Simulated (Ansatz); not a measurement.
## Electronic structure of AlBrCl (doublet) in real space

Input file:

```
crystal:
  periodic: [false, false, false]
  atoms:
    - { symbol: Cl, position_ang: [0.4623, 1.8453, 0.4449] }
    - { symbol: Al, position_ang: [-0.6779, 0.1307, -0.3539] }
    - { symbol: Br, position_ang: [0.2046, -2.0408, -0.1042] }
basis:
  gaussian:
    orbitals: "6-31G*"
hamiltonian:
  xc: b3lyp
magnetization:
  spin_polarized: true
  initial_magnetization: 1.0
output:
  orbitals: {}
```

Launched as:

```sh
python albrcl_energy.py
```

Computed with SCF B3LYP, Gaussian basis (Ansatz 0.2.0).

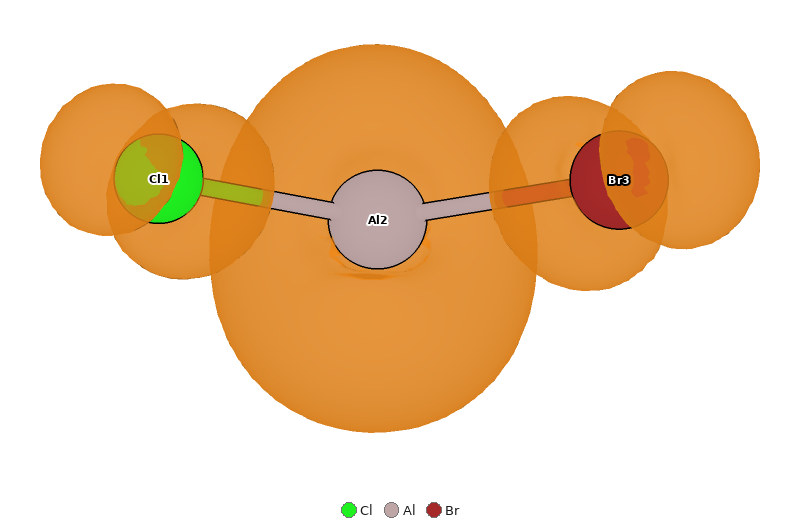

Figure 1. Isosurfaces of the spin density at +0.015 (orange) and −0.015 e/Å³ (purple), seen from one side.

### Which atoms carry the spin?

The unpaired spin (1 electron) lies mostly on Al2 (about 0.7), Br3 (about 0.2) and Cl1 (about 0.1), in electrons by Hirshfeld's partition.

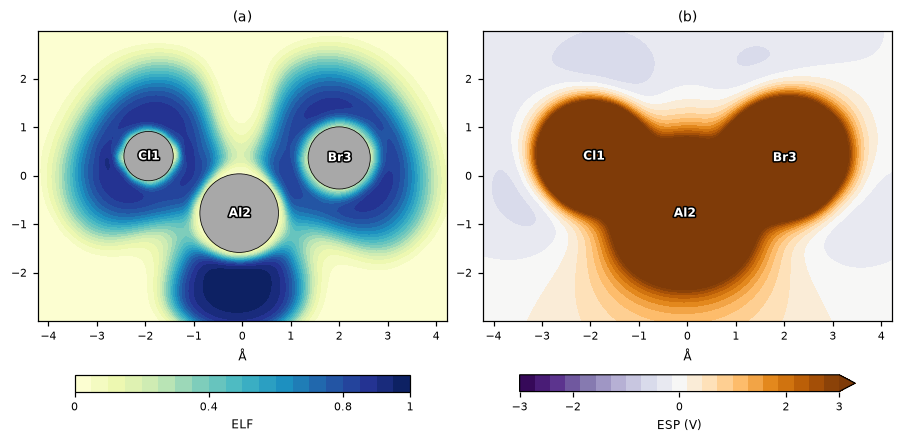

Figure 2. (a) ELF; (b) electrostatic potential on the molecular plane. Grey discs cover the atomic cores in the ELF map.

### What do the fields say about this system?

The plane passes through Cl, Al and Br nuclei. Al–Cl (2.21 Å): the ELF peaks at about 0.85 in the valence shell of Cl, 0.9 Å from its nucleus, and is about 0.80 at the midpoint. Al–Br (2.36 Å): the ELF peaks at about 0.85 in the valence shell of Br, 1.1 Å from its nucleus, and is about 0.85 at the midpoint. The ELF also peaks beside Al2, Br3 and Cl1, away from the bonds: non-bonding electrons, paired or unpaired. Outside the dense part of the molecule the potential is most negative (−0.6 V) near Cl1.

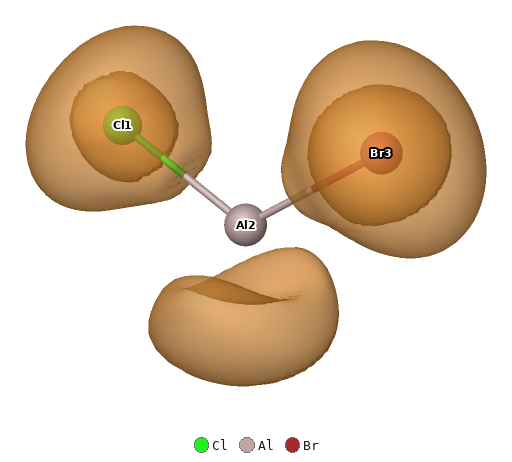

Figure 3. Isosurface of the electron localisation function at 0.75 (orange), seen at a tilt. Only the valence region is drawn (cores and ρ < 0.01 e/Å³ removed).

### Where are the electrons localised?

The surface consists of one region on Br in which the atom's valence shell and bonds are merged, one region on Cl in which the atom's valence shell and bonds are merged and one lobe on Al, pointing away from the bonds (non-bonding electrons).
